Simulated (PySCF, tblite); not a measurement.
**C₆H₁₂FNSi₂: geometry, infrared bands and NMR shifts**

Wanted: the infrared bands and NMR shifts of C₆H₁₂FNSi₂ (`C=C(C)[Si@@H](C#N)C[C@@H](F)[SiH3]`), by calculation.

Computed with tblite 0.8.0 and PySCF 2.14.0, with density-fitted response routines of our own, on a single molecule in the gas phase. Atoms are numbered from 0 throughout.

## Step 1: The starting structure

22 atoms, charge 0, multiplicity 1; geometry from: force field or distance geometry start.

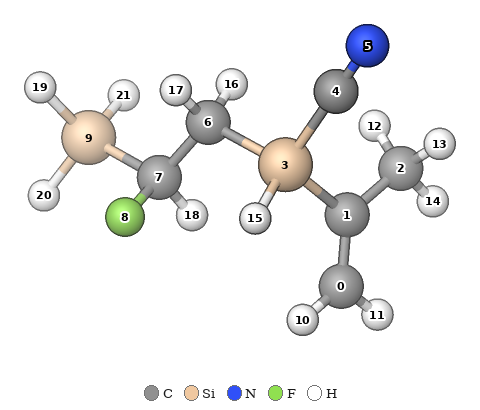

As it starts; carbon grey, silicon light orange, nitrogen blue, fluorine green, hydrogen white, atoms numbered.

## Step 2: Optimising the geometry with GFN2-xTB

The job: settings as JSON, then the geometry in Å.

```
{"job": {"kind": "relax", "xc": "GFN2-xTB", "basis": "xTB"}, "charge": 0, "multiplicity": 1}
C     -1.738400     1.991600    -0.464600
C     -1.743400     0.662500    -0.321600
C     -2.436600    -0.268000    -1.264400
Si    -0.823500    -0.177300     1.114600
C     -1.802900    -1.651200     1.812900
N     -2.398600    -2.567100     2.200300
C      0.867600    -0.773200     0.492800
C      1.794400     0.352800     0.024100
F      2.103500     1.114700     1.107500
Si     3.393900    -0.206600    -0.753400
H     -1.242800     2.665300     0.223400
H     -2.280400     2.462700    -1.286600
H     -1.752600    -0.982100    -1.699900
H     -3.242800    -0.815800    -0.766100
H     -2.908000     0.298100    -2.092600
H     -0.621600     0.835700     2.199200
H      0.690900    -1.494200    -0.307400
H      1.343000    -1.325300     1.321400
H      1.274000     1.002700    -0.689100
H      4.181900    -1.057200     0.184700
H      4.224600     0.963500    -1.166600
H      3.107400    -1.012200    -1.970100
```

On the command line:

```sh
$ OMP_NUM_THREADS=1 python probes_run.py task.json out
```

The driver reads the jobs from task.json and runs them one after another.

**Question.** This job is followed by: GFN2-xTB harmonic vibrations, gas phase; GIAO PBE0/pcSseg-1 NMR shielding, non-relativistic, gas phase. Predict these results of the whole session: strongest single infrared mode (GFN2-xTB); zero-point energy (GFN2-xTB); ¹³C shifts against TMS (PBE0/pcSseg-1); ¹H shifts against TMS (PBE0/pcSseg-1, means over atoms taken as alike); ²⁹Si shifts against TMS (PBE0/pcSseg-1); ¹⁵N shifts against NH3 (PBE0/pcSseg-1); ¹⁹F shifts against CFCl3 (PBE0/pcSseg-1); surface potential, least and greatest.

As calculated:

| quantity | value |
| --- | --- |
| strongest single infrared mode (GFN2-xTB) | 779 cm⁻¹, 412 km/mol |
| zero-point energy (GFN2-xTB) | 98.3 kcal/mol |
| ¹³C shifts against TMS (PBE0/pcSseg-1) | 145.9, 139.9, 125.6, 86.4, 27.1, 23.0 ppm |
| ¹H shifts against TMS (PBE0/pcSseg-1, means over atoms taken as alike) | 6.42, 5.85, 5.04, 4.93, 3.98, 2.20, 1.70, 1.08 ppm |
| ²⁹Si shifts against TMS (PBE0/pcSseg-1) | -46.8, -64.3 ppm |
| ¹⁵N shifts against NH3 (PBE0/pcSseg-1) | 364.2 ppm |
| ¹⁹F shifts against CFCl3 (PBE0/pcSseg-1) | -237.1 ppm |
| surface potential, least and greatest | -1.68 V and 1.28 V |

**Reading.** The optimisation took 74 steps and gained 0.235 eV; among the close pairs (by a distance rule), C7–Si9 changed most, from 1.864 to 1.924 Å. No mode is imaginary among the 60: a minimum at this level. The strongest single mode, at 779 cm⁻¹, is spread over several atoms, H21, H19, H20 among them. Unscaled tight-binding wavenumbers are off by several per cent, some by more. Its intensities can rank the bands wrongly. The most deshielded carbon is C1 (fully substituted alkene carbon), at 145.9 ppm: an sp2 carbon of a C=C bond. At PBE0/pcSseg-1: The widest tensor belongs to N5: span 589 ppm, with a paramagnetic part of -435 ppm. By nearest atom (PBE0/pcSseg-1), the HOMO sits on C0, C1 about 29 % each; C6 7 % and the LUMO on C0, C1 about 21 % each; Si3 10 %.
